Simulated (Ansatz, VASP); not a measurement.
**Sr4P2O: VASP beside Ansatz**

Aim: how closely do two programs agree when they are given the same cell, functional and k mesh?

Program: Ansatz 0.2.0. Level of theory: plane waves, with VASP 6.6.1 beside it; single point at LDA. Results are calculated unless marked as measured.

### Step 1. Set-up

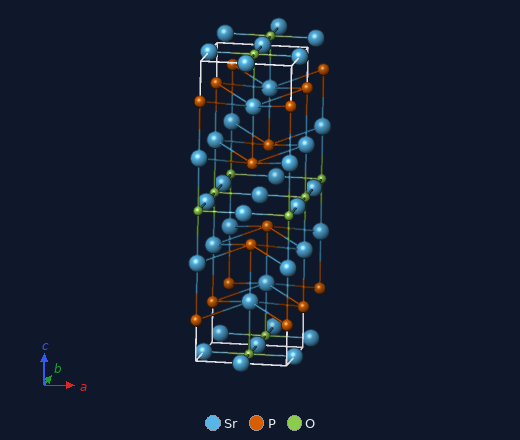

Start, viewed slightly off an axis; strontium blue, phosphorus orange, oxygen green. 1×2×1 cells are drawn. This picture shows the conventional cell, with its axes. Some periodic images of atoms are drawn too.

### Step 2. VASP: single point, LDA

With cell and atoms fixed, the geometry can't cause a difference; cores, projectors, grids and the points listed under the comparison can.

Lines of VASP's logs that name or quote its potential files are left out, and so is its time.

Input file INCAR:

```
SYSTEM = Sr4P2O
PREC = Accurate
ENCUT = 520
EDIFF = 1E-07
NELM = 100
ISMEAR = 0
SIGMA = 0.01
LREAL = .FALSE.
ALGO = Normal
GGA = CA
NBANDS = 35
LORBIT = 11
LWAVE = .FALSE.
LCHARG = .FALSE.
KPAR = 4
```

Input file POSCAR:

```
Sr4P2O
1.0
   -2.4071278286      2.4071278286      7.9976889087
    2.4071278286     -2.4071278286      7.9976889087
    2.4071278286      2.4071278286     -7.9976889087
Sr P O
4 2 1
Direct
    0.6750615500      0.6750615500      0.0000000000
    0.3249384500      0.3249384500      0.0000000000
    0.5000000000      0.0000000000      0.5000000000
    0.0000000000      0.5000000000      0.5000000000
    0.8649435200      0.8649435200      0.0000000000
    0.1350564800      0.1350564800      0.0000000000
    0.5000000000      0.5000000000      0.0000000000
```

Input file KPOINTS:

```
Automatic mesh
0
Gamma
7 7 7
0 0 0
```

PAW data sets: Sr_sv, P and O (PBE family, release 64).

Run with:

```
mpirun -np 4 vasp_std
```

Numbers of over 12 decimals in the logs are rounded to 6 here.

The program printed:

```text
[banner, memory and clock lines left out]
running    4 mpi-ranks, on    1 nodes
 distrk:  each k-point on    1 cores,    4 groups
 distr:  one band on    1 cores,    1 groups

 POSCAR found type information on POSCAR SrP O
 POSCAR found :  3 types and       7 ions
|                                                                             |
|               ----> ADVICE to this user running VASP <----                  |
|                                                                             |
|     You enforced a specific xc type in the INCAR file but a different       |
|     [... a line on the potential file left out ...]
|     I HOPE YOU KNOW WHAT YOU ARE DOING!                                     |
|                                                                             |

 LDA part: xc-table for (Slater(with rela. corr.)+CA(PZ))
 , standard interpolation
 POSCAR, INCAR and KPOINTS ok, starting setup
 FFT: planning ... GRIDC
 FFT: planning ... GRID_SOFT
 FFT: planning ... GRID
 WAVECAR not read
 entering main loop
       N       E                     dE             d eps       ncg     rms          rms(c)
DAV:   1     0.364999679604E+03    0.36500E+03   -0.27270E+04  2800   0.145E+03
DAV:   2    -0.633294466783E+01   -0.37133E+03   -0.36410E+03  3336   0.325E+02
DAV:   3    -0.395446123946E+02   -0.33212E+02   -0.33082E+02  4144   0.819E+01
DAV:   4    -0.411201211772E+02   -0.15755E+01   -0.15721E+01  4312   0.166E+01
DAV:   5    -0.411869221463E+02   -0.66801E-01   -0.66789E-01  3885   0.257E+00    0.354E+01
DAV:   6    -0.372675074259E+02    0.39194E+01   -0.19361E+01  3411   0.142E+01    0.330E+01
DAV:   7    -0.370570121732E+02    0.21050E+00   -0.20278E+00  3621   0.594E+00    0.171E+01
DAV:   8    -0.369509257709E+02    0.10609E+00   -0.39722E-01  3833   0.327E+00    0.229E+00
DAV:   9    -0.369508099611E+02    0.11581E-03   -0.89078E-02  4007   0.120E+00    0.957E-01
DAV:  10    -0.369508620923E+02   -0.52131E-04   -0.24218E-02  3538   0.603E-01    0.212E-01
DAV:  11    -0.369503929932E+02    0.46910E-03   -0.38819E-03  3706   0.244E-01    0.835E-02
DAV:  12    -0.369504329482E+02   -0.39955E-04   -0.40521E-04  3768   0.783E-02    0.317E-02
DAV:  13    -0.369504356456E+02   -0.26974E-05   -0.31216E-05  4335   0.234E-02    0.154E-02
DAV:  14    -0.369504350614E+02    0.58415E-06   -0.77265E-06  3704   0.105E-02    0.427E-03
DAV:  15    -0.369504352093E+02   -0.14788E-06   -0.79570E-07  3297   0.385E-03    0.354E-03
DAV:  16    -0.369504352111E+02   -0.18290E-08   -0.19223E-07  2737   0.199E-03
   1 F= -.36950435E+02 E0= -.36950435E+02  d E =-.441237E-97
```

Parts of OUTCAR (step 2):

```text
ion  position               nearest neighbor table
   1  0.675  0.675  0.000-   7 2.80   5 3.04   6 3.46   6 3.46   6 3.46   6 3.46   4 3.69   3 3.69
                             4 3.69   3 3.69   2 4.16   2 4.16   2 4.16   2 4.16
   2  0.325  0.325  0.000-   7 2.80   6 3.04   5 3.46   5 3.46   5 3.46   5 3.46   4 3.69   3 3.69
                             4 3.69   3 3.69   1 4.16   1 4.16   1 4.16   1 4.16
   3  0.500  0.000  0.500-   7 2.41   7 2.41   6 3.23   6 3.23   5 3.23   5 3.23   4 3.40   4 3.40
                             4 3.40   4 3.40   2 3.69   1 3.69   1 3.69   2 3.69
   4  0.000  0.500  0.500-   7 2.41   7 2.41   6 3.23   6 3.23   5 3.23   5 3.23   3 3.40   3 3.40
                             3 3.40   3 3.40   2 3.69   1 3.69   1 3.69   2 3.69
   5  0.865  0.865  0.000-   1 3.04   4 3.23   3 3.23   3 3.23   4 3.23   2 3.46   2 3.46   2 3.46
                             2 3.46
   6  0.135  0.135  0.000-   2 3.04   3 3.23   4 3.23   4 3.23   3 3.23   1 3.46   1 3.46   1 3.46
                             1 3.46
   7  0.500  0.500  0.000-   3 2.41   4 2.41   3 2.41   4 2.41   1 2.80   2 2.80

  LATTYP: Found a body centered tetragonal cell.
 ALAT       =     4.8142556572
 C/A-ratio  =     3.3225027826

 Subroutine GETGRP returns: Found 16 space group operations
 (whereof 16 operations were pure point group operations)

The static configuration has the point symmetry D_4h.

 Found     40 irreducible k-points:

   k-points           NKPTS =     40   k-points in BZ     NKDIM =     40   number of bands    NBANDS=     35

   dimension x,y,z NGX =    70 NGY =   70 NGZ =   70
   dimension x,y,z NGXF=   140 NGYF=  140 NGZF=  140

   ENCUT  =  520.0 eV  38.22 Ry    6.18 a.u.  16.16 16.16 16.16*2*pi/ulx,y,z

   NELECT =      56.0000    total number of electrons

 k-points in reciprocal lattice and weights: Automatic mesh
   0.00000000  0.00000000  0.00000000       0.003
   0.14285714 -0.00000000  0.00000000       0.023
   0.28571429  0.00000000  0.00000000       0.023
   0.42857143 -0.00000000  0.00000000       0.023
   0.14285714  0.14285714  0.00000000       0.023
   0.28571429  0.14285714  0.00000000       0.047
   0.42857143  0.14285714  0.00000000       0.047
  -0.42857143  0.14285714 -0.00000000       0.047
  -0.28571429  0.14285714 -0.00000000       0.047
[...]
-0.42857143  0.42857143  0.42857143       0.012
  -0.42857143 -0.42857143  0.42857143       0.006

 average (electrostatic) potential at core
       1 -38.1369       2 -38.1369       3 -37.1691       4 -37.1691       5 -83.9567
       6 -83.9567       7 -71.5787

 E-fermi :   2.5839

 k-point     1 :       0.0000    0.0000    0.0000
  band No.  band energies     occupation
    ...
     24       1.7463      2.00000
     25       1.7463      2.00000
     26       2.3886      2.00000
     27       2.3886      2.00000
     28       2.4379      2.00000
     29       4.0028      0.00000
     30       4.0557      0.00000
     31       4.3879      0.00000
     32       4.5199      0.00000
     33       4.8530      0.00000
    ...

 k-point     2 :       0.1429   -0.0000    0.0000
  band No.  band energies     occupation
    ...
     24       1.5522      2.00000
     25       1.7171      2.00000
     26       1.7653      2.00000
     27       2.2528      2.00000
     28       2.3694      2.00000
     29       4.1102      0.00000
     30       4.4909      0.00000
     31       4.7151      0.00000
     32       4.8139      0.00000
     33       4.9075      0.00000
    ...

 k-point     3 :       0.2857    0.0000    0.0000
  band No.  band energies     occupation
    ...
     24       1.0153      2.00000
     25       1.2943      2.00000
     26       1.6416      2.00000
     27       2.0230      2.00000
     28       2.1169      2.00000
     29       4.6132      0.00000
     30       4.8368      0.00000
     31       4.8535      0.00000
     32       5.3935      0.00000
     33       5.4884      0.00000
    ...

  Total       -3.5665816     -3.5665816     -3.6192905      0.0000000      0.0000000      0.0000000
  in kB      -30.8276161    -30.8276161    -31.2832036      0.0000000      0.0000000      0.0000000
  external PRESSURE =     -30.9794786 kB  Pullay stress =       0.0000000 kB

  energy-cutoff  :      520.00
  volume of cell :      185.36
      direct lattice vectors                 reciprocal lattice vectors
    -2.407127829  2.407127829  7.997688909     0.000000000  0.207716430  0.062518061
     2.407127829 -2.407127829  7.997688909     0.207716430  0.000000000  0.062518061
     2.407127829  2.407127829 -7.997688909     0.207716430  0.207716430  0.000000000

 POSITION                                       TOTAL-FORCE (eV/Angst)
 -----------------------------------------------------------------------------------
      0.00000      0.00000     10.79786        -0.000000     -0.000000     -0.043169
      0.00000      0.00000      5.19751         0.000000      0.000000      0.043169
      0.00000      2.40713      0.00000         0.000000      0.000000      0.000000
      2.40713      0.00000      0.00000         0.000000      0.000000      0.000000
      0.00000      0.00000     13.83510        -0.000000     -0.000000      0.049257
      0.00000      0.00000      2.16028         0.000000      0.000000     -0.049257
      0.00000      0.00000      7.99769         0.000000      0.000000      0.000000
 -----------------------------------------------------------------------------------
    total drift:                                0.000000      0.000000      0.000000

  FREE ENERGIE OF THE ION-ELECTRON SYSTEM (eV)
  ---------------------------------------------------
  free  energy   TOTEN  =       -36.9504352111 eV

  energy  without entropy=      -36.9504352111  energy(sigma->0) =      -36.95043521

 total charge
# of ion       s       p       d       tot
------------------------------------------
    1        2.015   5.706   0.184   7.905
    2        2.015   5.706   0.184   7.905
    3        2.025   5.748   0.284   8.057
    4        2.025   5.748   0.284   8.057
    5        1.017   1.441   0.000   2.458
    6        1.017   1.441   0.000   2.458
    7        1.546   3.426   0.000   4.972
--------------------------------------------------
tot         11.661  29.216   0.936  41.813

[... 3 further parts left out ...]
```

The run ends at a pressure of -3.10 GPa, with forces up to 0.049 eV/Å.

### Step 3. Ansatz: single point, LDA

Ansatz runs on its default PAW (the set named soft_2) files.

The same cell, functional (in two slightly different forms), mesh and smearing now go to Ansatz, which takes its cutoff from its data sets.

Input file input.yaml:

```yaml
crystal:
  lattice:
    - [-2.4071278286, 2.4071278286, 7.9976889087]
    - [2.4071278286, -2.4071278286, 7.9976889087]
    - [2.4071278286, 2.4071278286, -7.9976889087]
  atoms:
    - { symbol: Sr, position: [0.67506155, 0.67506155, 0.0] }
    - { symbol: Sr, position: [0.32493845, 0.32493845, 0.0] }
    - { symbol: Sr, position: [0.5, 0.0, 0.5] }
    - { symbol: Sr, position: [0.0, 0.5, 0.5] }
    - { symbol: P, position: [0.86494352, 0.86494352, 0.0] }
    - { symbol: P, position: [0.13505648, 0.13505648, 0.0] }
    - { symbol: O, position: [0.5, 0.5, 0.0] }
hamiltonian:
  xc: lda
  pseudopotentials: { kind: paw }
kpoints:
  mp_grid: { grid: [7, 7, 7] }
scf:
  occupations: { method: gaussian, width: 0.01 }
  n_extra_bands: 5
output:
  forces: true
  stress: true
  eigenvalues: true
```

Run with:

```
ansatz run input.yaml --threads 4 --pin off --max-ram 9216MiB --backend cpu --events-out ev --progress --plain --runs-dir out
```

The program printed:

```text
basis.fft_grid_basis auto: the FFT boxes are laid along the combinations [[1, 0, 1], [0, 1, 1], [0, 0, 1]] of the cell's own vectors, 4.814, 4.814 and 8.692 Å long. The dense box has 36×36×60 points. Along the cell's own vectors, as sized, it would have 60×60×60, 2.78 times as many. Of the 16 symmetry operations that the crystal satisfies within crystal.symmetry.tolerance (time reversal apart; of a slab, those that k [...]
scf.n_extra_bands = 5 over 28 filled bands (N_el = 56.0): the run solves 33 bands
Engine: ansatz 0.2.0, aarch64-unknown-linux-gnu
Pseudopotentials: kind: paw
Pseudopotential: Sr, paw, valence charge 10, recommended cutoff 420 eV (normal), Sr.paw.azcp
Pseudopotential: P, paw, valence charge 5, recommended cutoff 420 eV (normal), P.paw.azcp
Pseudopotential: O, paw, valence charge 6, recommended cutoff 420 eV (normal), O.paw.azcp
Functional definition: SPW92
  exchange = slater_x
  correlation = pw_c
Crystal: 7 atoms, lattice volume = 185.363 Å³
Basis set: ecut = 420 eV, 3591 PW (Γ), FFT grids on a1+a3, a2+a3, a3
Bands: 33, of which v1, the nominal top of the filled ones, is band 28 counted from 1 (27 counted from 0)
Symmetry: 16 space group operations
Space group: I4/mmm (ITA 139), of the structure as read, at distance tolerance 5.7e-5 Å
k-points: 40 of 343
Non-local potential: Sr, projectors of the file, l = 0: 3, l = 1: 2, l = 2: 2
Non-local potential: P, projectors of the file, l = 0: 2, l = 1: 2, l = 2: 2
Non-local potential: O, projectors of the file, l = 0: 2, l = 1: 2, l = 2: 1
PAW form: soft (Blöchl's): semilocal exchange-correlation on the pseudo side does not see the compensation charge
PAW frozen core: Sr, regenerated for the run's functional, and the local potential with it (the file was generated under x = pbe(κ = 0.804, μ = 0.219515), c = pbe(β = 0.066725))
PAW frozen core: P, regenerated for the run's functional, and the local potential with it (the file was generated under x = pbe(κ = 0.804, μ = 0.219515), c = pbe(β = 0.066725))
PAW frozen core: O, regenerated for the run's functional, and the local potential with it (the file was generated under x = pbe(κ = 0.804, μ = 0.219515), c = pbe(β = 0.066725))
PAW one-centre angular grid: Sr, 110 points (default); XC on 64 Gauss nodes
PAW one-centre angular grid: P, 110 points (default); XC on 64 Gauss nodes
PAW one-centre angular grid: O, 110 points (default); XC on 64 Gauss nodes
Initial density: superposition of atomic densities (neutral atoms: chi_scale 0, normalization atom), corrected by the library's trained network
Initial wavefunctions: pseudopotential atomic-orbital guess
Functional: x = slater, c = lda
SCF iter   1: F=—  HF=-15793.362217 eV  |F-HF|=—  |Δ(HF+E_count)|=         —  Δρ=8.75e-3  dr2=1.47e-1  ethr=1.77e-3  ⟨swp⟩=14.7  Hψ=9293  notcnv=0
preconditioner: auto → Resta (q_TF=auto, 2.235 Å⁻¹)  ε∞=3.1  [insulator: Δε(μ)=1.035 eV  Ē_g=13.040 eV  σ=0.010 eV  W_gap=1.00  n_scr=32 (ndim 8)  ℏωp=18.9 eV  f_vac=0.000  D(μ)=0.00/eV (n_scr^D=0)  ε∞_Penn≈3.1]
SCF iter   2: F=—  HF=-15793.337123 eV  |F-HF|=—  |Δ(HF+E_count)|=   2.51e-2  Δρ=5.12e-3  dr2=3.06e-2  ethr=2.63e-4  ⟨swp⟩=3.2  Hψ=2878  notcnv=0  defer=34
SCF iter   3: F=—  HF=-15793.330797 eV  |F-HF|=—  |Δ(HF+E_count)|=   6.33e-3  Δρ=1.74e-3  dr2=3.90e-3  ethr=5.46e-5  ⟨swp⟩=2.8  Hψ=2447  notcnv=0  defer=40
SCF iter   4: F=—  HF=-15793.330004 eV  |F-HF|=—  |Δ(HF+E_count)|=   7.93e-4  Δρ=3.62e-4  dr2=2.19e-4  ethr=6.96e-6  ⟨swp⟩=2.0  Hψ=1773  notcnv=0  defer=40
SCF iter   5: F=—  HF=-15793.329985 eV  |F-HF|=—  |Δ(HF+E_count)|=   1.96e-5  Δρ=5.31e-5  dr2=4.32e-6  ethr=3.90e-7  ⟨swp⟩=2.0  Hψ=1557  notcnv=0  defer=40
SCF iter   6: F=—  HF=-15793.330183 eV  |F-HF|=—  |Δ(HF+E_count)|=   1.99e-4  Δρ=1.11e-5  dr2=3.76e-7  ethr=7.71e-9  ⟨swp⟩=2.3  Hψ=2474  notcnv=0  defer=40
SCF iter   7: F=-15793.330183 eV  HF=-15793.330183 eV  |F-HF|=1.89e-8  |Δ(HF+E_count)|=   7.31e-9  Δρ=2.62e-6  dr2=3.38e-8  ethr=1.79e-10  ⟨swp⟩=14.1  Hψ=6746  notcnv=0
SCF 1 converged in 7 iterations: F = -15793.330183 eV  dr2 = 3.38e-8
  greatest PAW one-centre occupation: 0.987 electrons in one spin orbital (limit 2), on the Sr atom at site 3 (counted from 0), in its partial waves of l = 0
SCF converged after 7 iterations
Free energy (F): -15793.330183 eV
Harris-Foulkes:  -15793.330183 eV  (|F-HF|=1.89e-8)
Internal energy: -15793.330183 eV  (E = F + TS)
E sigma→0 (E₀):  -15793.330183 eV
Fermi energy:    7.442980 eV
--- Per-component energies (eV) ---
  E_band       = -385.036085
  E_kinetic    = 1295.682423
  E_local      = -3525.276449  (includes V_loc(G=0)·N_el)
  E_nonlocal   = 944.330669
  E_hartree    = 995.084379
  E_xc         = -882.112436
  E_vxc        = -863.466539  (∫ρ·V_xc dr)
  E_paw        = -11615.146542  (= ΣΔE_a)
  E_vpaw       = -226.474135  (= ΣTr[D̂ρ^β])
  E_aug_tail   = 0.002473  (compensation charges beyond the density's cutoff)
  E_ewald      = -3007.402867
  E_core_change = 1.508166  (= ΣΔE_core)
  E_smearing   = -0.000000  (= −TS)
  E_closure    = -0.000000  (closes the sum)
  Σ components = -15793.330183   (vs F -15793.330183, Δ=0.00e0)
--- Forces (eV/Å), atoms counted from 1 ---
  atom   1  Sr    -0.00000000     0.00000000    -0.04606272
  atom   2  Sr     0.00000000     0.00000000     0.04606272
  atom   3  Sr    -0.00000000    -0.00000000     0.00000000
  atom   4  Sr    -0.00000000     0.00000000     0.00000000
  atom   5  P      0.00000000    -0.00000000     0.05471927
  atom   6  P      0.00000000     0.00000000    -0.05471927
  atom   7  O      0.00000000     0.00000000    -0.00000000
  max |Σ_I F_I| component: 3.47e-17 eV/Å
--- Stress (GPa, compression-positive) ---
       -3.497538       0.000000       0.000000
        0.000000      -3.497538      -0.000000
       -0.000000      -0.000000      -3.386497
  P = ⅓ Tr σ = -3.4605 GPa (-34.605 kbar)
--- Band table (eV; the first three rows and the last of 40) ---
  k-point 0: bands = [... 24 lower, 6.2067, 6.8358, 6.8358, 6.8842, 8.4688, 8.4957, 8.8670, 8.9834, ... 1 higher]
  k-point 1: bands = [... 24 lower, 6.0241, 6.1197, 6.4289, 6.7635, 8.6403, 9.1072, 9.4091, 9.6322, ... 1 higher]
  k-point 2: bands = [... 24 lower, 5.8213, 5.8794, 5.9910, 6.3966, 8.9804, 9.4878, 9.8210, 10.0502, ... 1 higher]
  k-point 39: bands = [... 24 lower, 6.1044, 6.2230, 6.5332, 6.6999, 8.3429, 8.9919, 9.2462, 9.4022, ... 1 higher]
```

Elapsed: 3.7 s, on 4 threads of Arm Neoverse V1, shared host; peak memory 0.58 GiB.

Reading the cycles: dr2 is the Hartree energy of the density residual (eV), the measure of convergence; HF is the Harris–Foulkes estimate of the energy, which meets the free energy F at convergence.

The run ends at a pressure of -3.46 GPa, with forces up to 0.055 eV/Å.

### Step 4. Side by side

Known differences besides the PAW data sets themselves: the two LDA forms differ slightly; the cutoff is 420 eV in Ansatz and 520 eV in VASP; Ansatz makes its cores anew for this functional, VASP keeps those of its PBE data sets. Total energies have different zeros and are not compared.

Both answers:

| quantity | Ansatz | VASP | difference |
| --- | --- | --- | --- |
| pressure (GPa) | -3.46 | -3.10 | -0.36 |
| gap on the k mesh (eV) | 1.118 | 1.095 | +0.022 |

Forces (eV/Å; atoms numbered as in POSCAR):

| atom | Ansatz x, y, z | VASP x, y, z |
| --- | --- | --- |
| Sr1 | 0.000, 0.000, -0.046 | 0.000, 0.000, -0.043 |
| Sr2 | 0.000, 0.000, 0.046 | 0.000, 0.000, 0.043 |
| Sr3 | 0.000, 0.000, 0.000 | 0.000, 0.000, 0.000 |
| Sr4 | 0.000, 0.000, 0.000 | 0.000, 0.000, 0.000 |
| P5 | 0.000, 0.000, 0.055 | 0.000, 0.000, 0.049 |
| P6 | 0.000, 0.000, -0.055 | 0.000, 0.000, -0.049 |
| O7 | 0.000, 0.000, 0.000 | 0.000, 0.000, 0.000 |

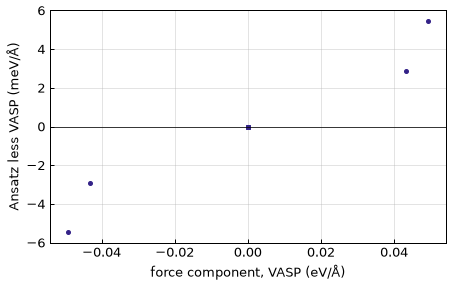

Difference of the force components against their size.

The forces differ by 1.9 meV/Å r.m.s., which is 9.5 % of the r.m.s. force of 0.02 eV/Å (both taken over all components). Ansatz's pressure holds a Pulay correction of 0.10 GPa; VASP's holds none.

### Step 5. What came out

```json
{
  "difference in gap on the k mesh (single point, LDA)": "0.022 eV"
}
```

**Reading.** The difference in gap on the k mesh is 0.022 eV (single point, LDA), within the 0.08 eV picked in this series as the mark of a large difference. How closely two codes agree says nothing of how well the functional describes the real material.

[Lines on the potential files, build, host, timing and source positions are cut from VASP's logs without a mark.]

[Logs are printed without paths, hosts, clocks, repeated set-up lines and the standing remarks that a program may print on its own settings, such as how far it seeks lower states.]

[Hosts, paths, dates, database ids (printed as entryN), source tags and the programs' standing remarks are cut or masked in the printed files.]
